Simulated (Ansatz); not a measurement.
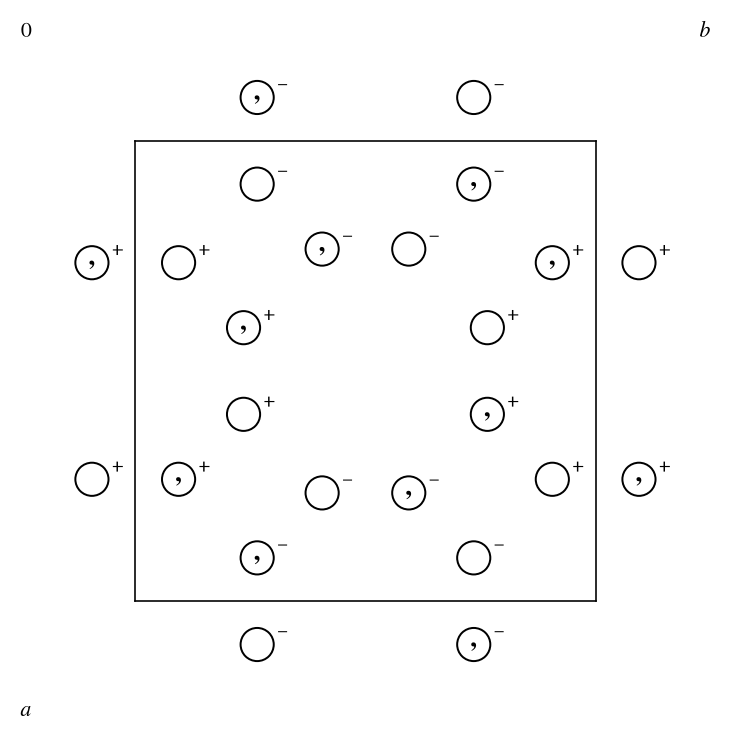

General positions of a space group, projected down c, computed from the operations of a computed or model structure of composition NdC, which need not be its known form.

A circle is a general position, a comma marks the mirror image, + and − with a fraction give the height (along the projection axis: ½+ is ½ plus the coordinate, − is its negative), and a split circle stands for two positions above each other.

> Identify the space group.

No. 129, P4/nmm, origin choice 1; primitive tetragonal, point group 4/mmm, 16 general positions a cell.

> Write the general positions (in any order).

x, y, z; −y+1/2, x+1/2, z; −x, −y, z; y+1/2, −x+1/2, z; x+1/2, −y+1/2, −z; −y, −x, −z; −x+1/2, y+1/2, −z; y, x, −z; −x+1/2, −y+1/2, −z; y, −x, −z; x+1/2, y+1/2, −z; −y, x, −z; −x, y, z; y+1/2, x+1/2, z; x, −y, z; −y+1/2, −x+1/2, z
